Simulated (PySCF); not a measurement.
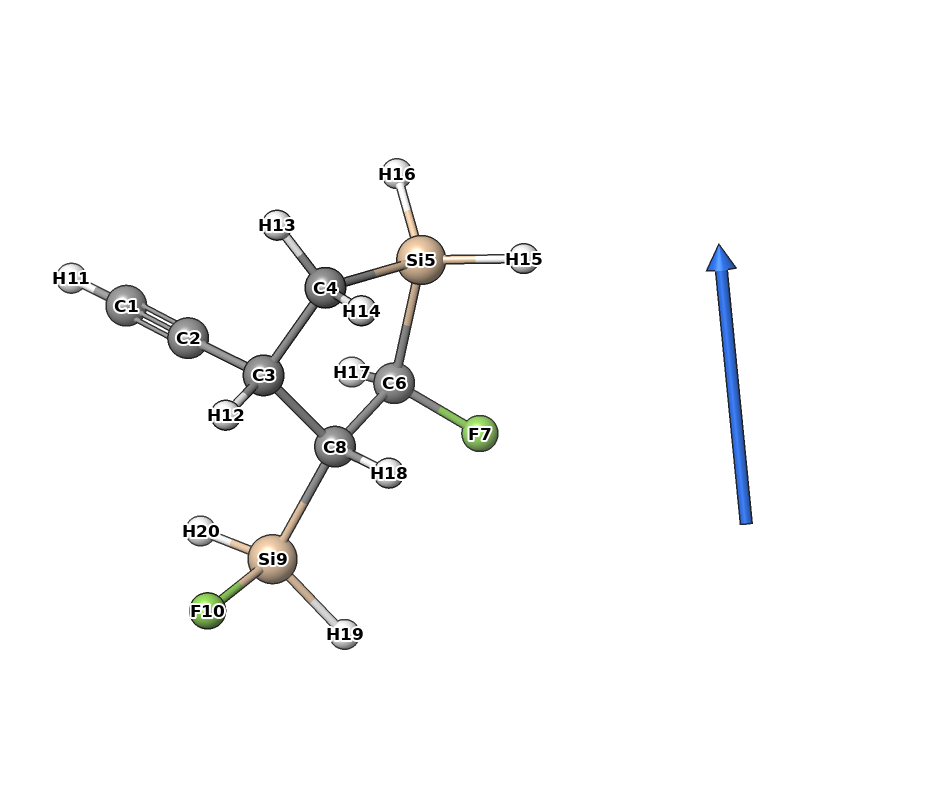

The arrow beside the molecule shows the direction of the dipole moment, from the negative to the positive end (its length means nothing). The computed structure is the end point of a GFN2-xTB optimisation. No frequency run is at hand to confirm it as a minimum. Level of theory: PBE0/pcSseg-1, gas phase (PySCF 2.14.0).

### How large is the dipole moment?

1.98 D; it points from the side of H19 to the side of H16 (the outermost atoms at the two ends).

The geometry is semi-empirical. Around Si such bond lengths and angles can be off by a tenth of an ångström or more and by several degrees, and values that hang on the shape move with them.
